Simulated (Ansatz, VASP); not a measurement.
## CsPbCl3: VASP beside Ansatz

One calculation is typed for both programs; each brings its own data sets and cutoff. How far apart do they land?

Main program and level: Ansatz 0.2.0; plane waves, with VASP 6.6.1 beside it; electric field gradients at LDA, electric field gradients at PBE and electric field gradients at PBEsol.

**1. Set-up**

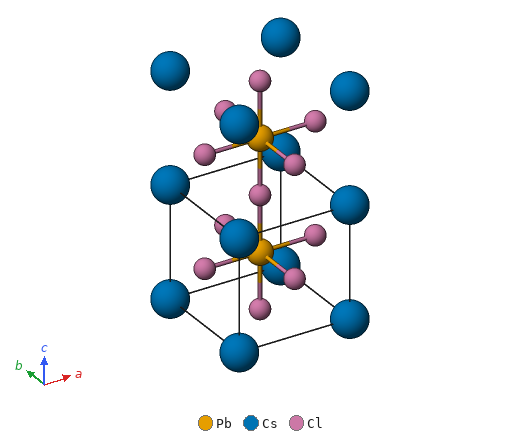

The cell as given, from a free direction (lead orange, caesium blue, chlorine pink). 1×1×2 cells are drawn. Some periodic images of atoms are drawn too.

**2. Ansatz: electric field gradients, LDA**

Ansatz runs on its default PAW (the set named soft_2) files.

Field gradients test the density near the nuclei, where the PAW reconstruction matters most.

input.yaml reads:

```yaml
crystal:
  lattice:
    - [5.605, 0.0, 0.0]
    - [0.0, 5.605, 0.0]
    - [0.0, 0.0, 5.605]
  atoms:
    - { symbol: Pb, position: [0.5, 0.5, 0.5] }
    - { symbol: Cs, position: [0.0, 0.0, 0.0] }
    - { symbol: Cl, position: [0.5, 0.5, 0.0] }
    - { symbol: Cl, position: [0.0, 0.5, 0.5] }
    - { symbol: Cl, position: [0.5, 0.0, 0.5] }
hamiltonian:
  xc: lda
  pseudopotentials: { kind: paw }
kpoints:
  mp_grid: { grid: [6, 6, 6] }
scf:
  occupations: { method: fermi_dirac, width: 0.05 }
  n_extra_bands: 5
output:
  forces: true
  stress: true
  eigenvalues: true
  efg: {}
```

The run is started by

```bash
ansatz run input.yaml --threads 2 --pin off --max-ram 4608MiB --backend cpu --events-out ev --progress --plain --runs-dir out
```

Numbers of over 12 decimals in the logs are rounded to 6 here.

The program printed:

```text
scf.n_extra_bands = 5 over 22 filled bands (N_el = 44.0): the run solves 27 bands
Cs, Pb: output.efg is read without spin–orbit coupling, which moves field gradients at and beside such atoms by some per cent and up to a factor of two; PAW files take it under magnetization.noncollinear and magnetization.spin_orbit
Engine: ansatz 0.2.0, aarch64-unknown-linux-gnu
Pseudopotentials: kind: paw
Pseudopotential: Pb, paw, valence charge 14, recommended cutoff 420 eV (normal), Pb.paw.azcp
Pseudopotential: Cs, paw, valence charge 9, recommended cutoff 420 eV (normal), Cs.paw.azcp
Pseudopotential: Cl, paw, valence charge 7, recommended cutoff 420 eV (normal), Cl.paw.azcp
Functional definition: SPW92
  exchange = slater_x
  correlation = pw_c
Crystal: 5 atoms, lattice volume = 176.087 Å³
Basis set: ecut = 420 eV, 3407 PW (Γ)
Bands: 27, of which v1, the nominal top of the filled ones, is band 22 counted from 1 (21 counted from 0)
Symmetry: 48 space group operations
Space group: Pm-3m (ITA 221), of the structure as read, at distance tolerance 5.6e-5 Å
k-points: 20 of 216
Non-local potential: Pb, projectors of the file, l = 0: 2, l = 1: 2, l = 2: 2, l = 3: 2
Non-local potential: Cs, projectors of the file, l = 0: 3, l = 1: 2, l = 2: 2, l = 3: 2
Non-local potential: Cl, projectors of the file, l = 0: 2, l = 1: 2, l = 2: 2
PAW form: soft (Blöchl's): semilocal exchange-correlation on the pseudo side does not see the compensation charge
PAW frozen core: Pb, regenerated for the run's functional, and the local potential with it (the file was generated under x = pbe(κ = 0.804, μ = 0.219515), c = pbe(β = 0.066725))
PAW frozen core: Cs, regenerated for the run's functional, and the local potential with it (the file was generated under x = pbe(κ = 0.804, μ = 0.219515), c = pbe(β = 0.066725))
PAW frozen core: Cl, regenerated for the run's functional, and the local potential with it (the file was generated under x = pbe(κ = 0.804, μ = 0.219515), c = pbe(β = 0.066725))
PAW one-centre angular grid: Pb, 590 points (default); XC on 64 Gauss nodes
PAW one-centre angular grid: Cs, 194 points (default); XC on 64 Gauss nodes
PAW one-centre angular grid: Cl, 110 points (default); XC on 64 Gauss nodes
Initial density: superposition of atomic densities (neutral atoms: chi_scale 0, normalization atom), corrected by the library's trained network
Initial wavefunctions: pseudopotential atomic-orbital guess
Functional: x = slater, c = lda
SCF iter   1: F=—  HF=-20246.761261 eV  |F-HF|=—  |Δ(HF+E_count)|=         —  Δρ=5.38e-3  dr2=6.15e-2  ethr=1.77e-3  ⟨swp⟩=7.5  Hψ=2872  notcnv=0
preconditioner: auto → Resta (q_TF=auto, 2.165 Å⁻¹)  ε∞=3.0  [insulator: Δε(μ)=1.649 eV  Ē_g=12.933 eV  σ=0.050 eV  W_gap=1.00  n_scr=26 (ndim 8)  ℏωp=18.1 eV  f_vac=0.062  D(μ)=0.00/eV (n_scr^D=0)  ε∞_Penn≈3.0]
SCF iter   2: F=—  HF=-20246.742443 eV  |F-HF|=—  |Δ(HF+E_count)|=   1.88e-2  Δρ=2.52e-3  dr2=8.85e-3  ethr=1.40e-4  ⟨swp⟩=2.8  Hψ=1011  notcnv=0  defer=8
SCF iter   3: F=—  HF=-20246.739885 eV  |F-HF|=—  |Δ(HF+E_count)|=   2.56e-3  Δρ=6.15e-4  dr2=6.67e-4  ethr=2.01e-5  ⟨swp⟩=2.6  Hψ=947  notcnv=0  defer=9
SCF iter   4: F=—  HF=-20246.739780 eV  |F-HF|=—  |Δ(HF+E_count)|=   1.05e-4  Δρ=1.12e-4  dr2=3.09e-5  ethr=1.52e-6  ⟨swp⟩=2.4  Hψ=924  notcnv=0  defer=9
SCF iter   5: F=—  HF=-20246.739783 eV  |F-HF|=—  |Δ(HF+E_count)|=   3.00e-6  Δρ=3.34e-5  dr2=2.77e-6  ethr=7.02e-8  ⟨swp⟩=2.2  Hψ=939  notcnv=0  defer=9
SCF iter   6: F=-20246.739784 eV  HF=-20246.739784 eV  |F-HF|=3.61e-9  |Δ(HF+E_count)|=   1.14e-6  Δρ=4.68e-6  dr2=7.11e-8  ethr=2.27e-10  ⟨swp⟩=8.8  Hψ=3252  notcnv=0
SCF 1 converged in 6 iterations: F = -20246.739784 eV  dr2 = 7.11e-8
  greatest PAW one-centre occupation: 0.983 electrons in one spin orbital (limit 2), on the Pb atom at site 0 (counted from 0), in its partial waves of l = 2
SCF converged after 6 iterations
Free energy (F): -20246.739784 eV
Harris-Foulkes:  -20246.739784 eV  (|F-HF|=3.61e-9)
Internal energy: -20246.739784 eV  (E = F + TS)
E sigma→0 (E₀):  -20246.739784 eV
Fermi energy:    4.607427 eV
--- Per-component energies (eV) ---
  E_band       = -245.983191
  E_kinetic    = 911.582522
  E_local      = -2675.537327  (includes V_loc(G=0)·N_el)
  E_nonlocal   = 477.454646
  E_hartree    = 1006.742841
  E_xc         = -709.731982
  E_vxc        = -624.314238  (∫ρ·V_xc dr)
  E_paw        = -16877.815840  (= ΣΔE_a)
  E_vpaw       = -348.661994  (= ΣTr[D̂ρ^β])
  E_aug_tail   = 0.000343  (compensation charges beyond the density's cutoff)
  E_ewald      = -2380.199303
  E_core_change = 0.764318  (= ΣΔE_core)
  E_smearing   = -0.000000  (= −TS)
  E_closure    = 0.000000  (closes the sum)
  Σ components = -20246.739784   (vs F -20246.739784, Δ=0.00e0)
--- Forces (eV/Å), atoms counted from 1 ---
  atom   1  Pb     0.00000000     0.00000000     0.00000000
  atom   2  Cs    -0.00000000    -0.00000000    -0.00000000
  atom   3  Cl     0.00000000    -0.00000000     0.00000000
  atom   4  Cl     0.00000000     0.00000000     0.00000000
  atom   5  Cl     0.00000000    -0.00000000     0.00000000
  max |Σ_I F_I| component: 2.40e-29 eV/Å
--- Stress (GPa, compression-positive) ---
       -1.204054       0.000000       0.000000
        0.000000      -1.204054       0.000000
        0.000000       0.000000      -1.204054
  P = ⅓ Tr σ = -1.2041 GPa (-12.041 kbar)
--- PAW observables at the nuclei: V_zz in 10²¹ V/m², potentials from the cell's mean, atoms counted from 1 ---
  atom   1  Pb V_zz =    -0.000000   η = 0.0000   by run symmetry: forbidden
            electrostatic potential = -17472.639047 V   contact ρ = none
  atom   2  Cs V_zz =    +0.000000   η = 0.0000   by run symmetry: forbidden
            electrostatic potential = -9372.601888 V   contact ρ = none
  atom   3  Cl V_zz =    +8.750600   η = 0.0000   by run symmetry: allowed
            electrostatic potential = -1774.755992 V   contact ρ = none
  atom   4  Cl V_zz =    +8.750600   η = 0.0000   by run symmetry: allowed
            electrostatic potential = -1774.755992 V   contact ρ = none
  atom   5  Cl V_zz =    +8.750600   η = 0.0000   by run symmetry: allowed
            electrostatic potential = -1774.755992 V   contact ρ = none
--- Band table (eV; the first three rows and the last of 20) ---
  k-point 0: bands = [... 18 lower, 1.1868, 1.2988, 1.2988, 1.2988, 6.7622, 7.8220, 7.8220, 8.7830, ... 1 higher]
  k-point 1: bands = [... 18 lower, 1.1602, 1.2698, 1.2698, 1.2998, 7.0321, 8.0085, 8.0242, 8.8732, ... 1 higher]
  k-point 2: bands = [... 18 lower, 1.1080, 1.2112, 1.2112, 1.6139, 7.3334, 7.9205, 8.4923, 8.5637, ... 1 higher]
  k-point 19: bands = [... 18 lower, 1.6322, 1.6322, 1.6322, 3.7700, 5.5089, 5.5089, 5.5089, 8.5593, ... 1 higher]
```

Wall time 7.6 s (2 threads of Arm Neoverse N1, shared host); peak memory 0.52 GiB; 13 s of CPU time.

The run ends at a pressure of -1.20 GPa.

(Continued in part 2 of 3.)

[Lines on the potential files, build, host, timing and source positions are cut from VASP's logs without a mark.]

[Logs are printed without paths, hosts, clocks, repeated set-up lines and the standing remarks that a program may print on its own settings, such as how far it seeks lower states.]

[Hosts, paths, dates, database ids (printed as entryN), source tags and the programs' standing remarks are cut or masked in the printed files.]
